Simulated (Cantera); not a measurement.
A closed system holds: 1 mol CuO, 0.65 mol CO, 0.25 mol H2, at 64.0 Pa.

Method: chemical equilibrium by Gibbs-energy minimisation in Cantera with the NASA 1993 tables (ideal gas, pure condensed phases). Candidate condensed phases: C, C6H6, C7H8, C8H18, Cu, CuO, Cu(OH)2, Cu2O, H2O; 113 gas species. Mutual solubility and eutectic melting of coexisting phases are not modelled. The numbers say what is thermodynamically allowed, not how fast it happens.

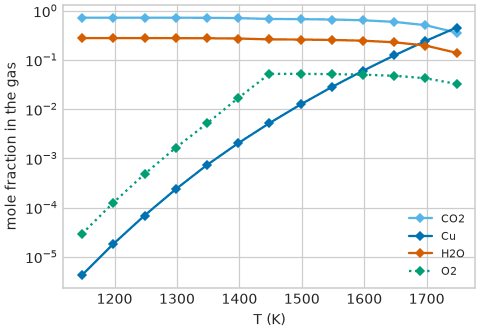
Equilibrium gas composition (values under 1e-9 drawn at 1e-9)

Read off the mole fractions at 1548 K.

CO2 about 0.66, H2O about 0.25, O2 about 0.051, Cu about 0.028.
